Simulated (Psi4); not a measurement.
# H2S2 (SMILES SS) at CAM-B3LYP/def2-TZVPP

What is the vertical ionisation energy of H2S2 at CAM-B3LYP/def2-TZVPP? 

Program for the calculation: Psi4 1.11.

2 further runs of the same task are left out: 2 set aside as unsound or not needed.

### 1 Starting point

H2S2: 4 atoms, total charge 0, spin state singlet. SMILES: `SS`. Geometry: relaxed at PBE0-D4/def2-TZVP.

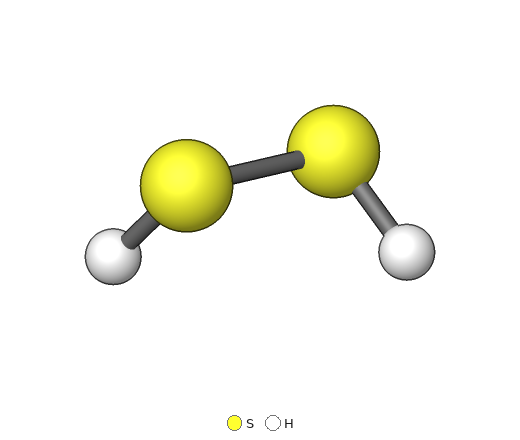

The structure, seen from a chosen angle (sulfur yellow, hydrogen white).

### 2 Energy and forces at CAM-B3LYP/def2-TZVPP

File job.dat:

```
memory 2.2 GB

molecule molecule1 {
  0 1
  S
  S 1 r2
  H 1 r3 2 a3
  H 2 r4 1 a4 3 d4

  r2 = 2.04584
  r3 = 1.346721
  a3 = 98.63407
  r4 = 1.346729
  a4 = 98.63403
  d4 = -90.49341
  symmetry c1
  no_reorient
  no_com
}

set {
  basis                def2-TZVPP
  puream               true
  e_convergence        1e-09
  d_convergence        1e-08
  scf_type             pk
  dft_radial_points    99
  dft_spherical_points 590
}

result = gradient('cam-b3lyp')
print_variables()
```

On the command line:

```bash
psi4 -n 1 job.dat job.out
```

job.out (excerpt; [...] marks lines left out):

```text
[...]
  Running in c1 symmetry.
[...]
  Nuclear repulsion =   85.443141699956286
[...]
  Multiplicity = 1
[...]
  Nalpha       = 17
  Nbeta        = 17
[...]
    Number of basis functions: 112
[...]
   @RKS iter   1:  -797.58150332335288   -1.72075e-01   4.11877e-03 DIIS/ADIIS
[...]
   @RKS iter  10:  -797.63011336165368   -5.18412e-11   5.54338e-09 DIIS
[...]
    Orbital Energies [Eh]
    ---------------------
    Doubly Occupied:
       1A    -88.956511     2A    -88.956510     3A     -8.033298
       4A     -8.033219     5A     -5.998233     6A     -5.997996
       7A     -5.993935     8A     -5.993883     9A     -5.987746
      10A     -5.987745    11A     -0.892874    12A     -0.747224
      13A     -0.521521    14A     -0.474583    15A     -0.420397
      16A     -0.326635    17A     -0.325118
[...]
  @RKS Final Energy:  -797.63011336165368
   => Energetics <=
    Nuclear Repulsion Energy =             85.4431416999562856
    One-Electron Energy =               -1271.3353374906419049
    Two-Electron Energy =                 428.0473722360992497
    DFT Exchange-Correlation Energy =     -39.7852898070672936
    Empirical Dispersion Energy =           0.0000000000000000
    VV10 Nonlocal Energy =                  0.0000000000000000
    Total Energy =                       -797.6301133616537982
[...]
 Multipole Moments:
 ------------------------------------------------------------------------------------
     Multipole            Electronic (a.u.)      Nuclear  (a.u.)        Total (a.u.)
 ------------------------------------------------------------------------------------
 L = 1.  Multiply by 2.5417464519 to convert [e a0] to [Debye]
 Dipole X            :         -0.8646700            1.2089474            0.3442775
 Dipole Y            :         -0.8572478            1.1985737            0.3413259
 Dipole Z            :         -0.0000008            0.0000002           -0.0000006
 Magnitude           :                                                    0.4847993
[...]
  -Total Gradient:
     Atom            X                  Y                   Z
    ------   -----------------  -----------------  -----------------
       1        0.000143733657    -0.002745823227     0.003679439117
       2       -0.002748460438     0.000167333855    -0.003679915192
       3       -0.000020778912     0.002621809150    -0.000212147038
       4        0.002625434522    -0.000043389543     0.000212622606
[...]
```

It took 34 s on 1 thread of Intel Xeon Platinum 8259CL at 2.50GHz (Skylake/Cascade Lake), shared host; peak memory 0.96 GiB.

### 3 The doublet cation, same level

File job.json:

```json
{
  "schema_name": "qcschema_input",
  "schema_version": 1,
  "molecule": {
    "schema_name": "qcschema_molecule",
    "schema_version": 2,
    "symbols": ["S", "S", "H", "H"],
    "geometry": [1.48245235, -1.49139075, 0.31499845, 0.11379931, 2.11944123, 0.12729195, -0.42598206, -2.55602466, 1.61926852, -1.17028849, 1.92799308, -2.06159672],
    "molecular_charge": 1,
    "molecular_multiplicity": 2,
    "fix_symmetry": "c1",
    "fix_com": true,
    "fix_orientation": true
  },
  "driver": "gradient",
  "model": {
    "method": "cam-b3lyp",
    "basis": "def2-TZVPP"
  },
  "keywords": {
    "reference": "uks",
    "puream": true,
    "e_convergence": 1e-09,
    "d_convergence": 1e-08,
    "scf_type": "pk",
    "dft_radial_points": 99,
    "dft_spherical_points": 590,
    "maxiter": 100
  }
}
```

On the command line:

```bash
psi4 --qcschema job.json -n 1 --memory 2200MB
```

stdout (excerpt; [...] marks lines left out):

```text
[...]
  Running in c1 symmetry.
[...]
  Nuclear repulsion =   85.443143548822519
[...]
  Multiplicity = 2
[...]
  Nalpha       = 17
  Nbeta        = 16
[...]
    Number of basis functions: 112
[...]
   @UKS iter   1:  -797.23399880546833    1.75467e-01   3.34690e-03 DIIS/ADIIS
[...]
   @UKS iter  15:  -797.26178205260078   -9.09495e-12   5.92384e-09 DIIS
[...]
   @S^2 Observed:                7.600221103E-01
[...]
  @UKS Final Energy:  -797.26178205260078
   => Energetics <=
    Nuclear Repulsion Energy =             85.4431435488225191
    One-Electron Energy =               -1261.4890519161533575
    Two-Electron Energy =                 418.3712986950645245
    DFT Exchange-Correlation Energy =     -39.5871723803344082
    Empirical Dispersion Energy =           0.0000000000000000
    VV10 Nonlocal Energy =                  0.0000000000000000
    Total Energy =                       -797.2617820526007790
[...]
 Multipole Moments:
 ------------------------------------------------------------------------------------
     Multipole            Electronic (a.u.)      Nuclear  (a.u.)        Total (a.u.)
 ------------------------------------------------------------------------------------
 L = 1.  Multiply by 2.5417464519 to convert [e a0] to [Debye]
 Dipole X            :        -23.8535461           23.9437560            0.0902099
 Dipole Y            :         -9.3853872            9.4207761            0.0353889
 Dipole Z            :         -6.6093324            6.6343182            0.0249858
 Magnitude           :                                                    0.1000724
[...]
  -Total Gradient:
     Atom            X                  Y                   Z
    ------   -----------------  -----------------  -----------------
       1       -0.007532526795    -0.015626056738    -0.016111232337
       2       -0.021931773331     0.004031544351     0.007949966680
       3        0.011845232926     0.006339888061     0.013735290203
       4        0.017619223263     0.005254684767    -0.005573980874
[...]
```

The result, in JSON:

```text
{
 "driver": "gradient",
 "model": {
  "method": "cam-b3lyp",
  "basis": "def2-TZVPP"
 },
 "success": true,
 "return_result": [-0.007532526794747946, -0.015626056738221233, -0.016111232337145426, -0.021931773331043743, 0.004031544350605182, 0.007949966680415171, 0.011845232925622867, 0.006339888061097407, 0.013735290202854078, 0.01761922326285907, 0.005254684767424334, -0.0055739808741226415],
 "properties": {
  "calcinfo_nbasis": 112,
  "calcinfo_nmo": 112,
  "calcinfo_nalpha": 17,
  "calcinfo_nbeta": 16,
  "calcinfo_natom": 4,
  "nuclear_repulsion_energy": 85.44314354882252,
  "return_energy": -797.2617820526008,
  "return_gradient": [-0.007532526794747946, -0.015626056738221233, -0.016111232337145426, -0.021931773331043743, 0.004031544350605182, 0.007949966680415171, 0.011845232925622867, 0.006339888061097407, 0.013735290202854078, 0.01761922326285907, 0.005254684767424334, -0.0055739808741226415],
  "scf_one_electron_energy": -1261.4890519161534,
  "scf_two_electron_energy": 418.3712986950645,
  "scf_xc_energy": -39.58717238033441,
  "scf_dipole_moment": [0.0902098701452978, 0.03538887488645237, 0.024985777514492824],
  "scf_total_energy": -797.2617820526008,
  "scf_total_gradient": [-0.007532526794747946, -0.015626056738221233, -0.016111232337145426, -0.021931773331043743, 0.004031544350605182, 0.007949966680415171, 0.011845232925622867, 0.006339888061097407, 0.013735290202854078, 0.01761922326285907, 0.005254684767424334, -0.0055739808741226415],
  "scf_iterations": 15
 }
}
```

Wall time 54 s (1 thread of Intel Xeon Platinum 8259CL at 2.50GHz (Skylake/Cascade Lake), shared host); peak memory 0.95 GiB.

### 4 Summary of results

At CAM-B3LYP/def2-TZVPP:

| quantity | value |
| --- | --- |
| singlet H2S2: total energy | -797.63011 Eh |
| singlet H2S2: dipole moment | 1.23 D |
| singlet H2S2: HOMO energy | -8.85 eV |
| singlet H2S2: LUMO energy | 0.26 eV |
| singlet H2S2: HOMO–LUMO gap | 9.10 eV |
| singlet H2S2: largest force on an atom | 0.236 eV/Å |
| doublet cation: total energy | -797.26178 Eh |
| doublet cation: HOMO energy (highest over α and β) | -15.52 eV |
| doublet cation: LUMO energy (lowest over α and β) | -11.21 eV |
| doublet cation: ⟨S²⟩ | 0.760 |
| doublet cation: largest force on an atom | 1.217 eV/Å |
| vertical ionisation energy (to the doublet cation) | 10.023 eV |

Removing an electron at fixed nuclei costs 10.02 eV (231 kcal/mol). −ε(HOMO) before ionisation, 8.85 eV, is 1.18 eV below this ionisation energy.
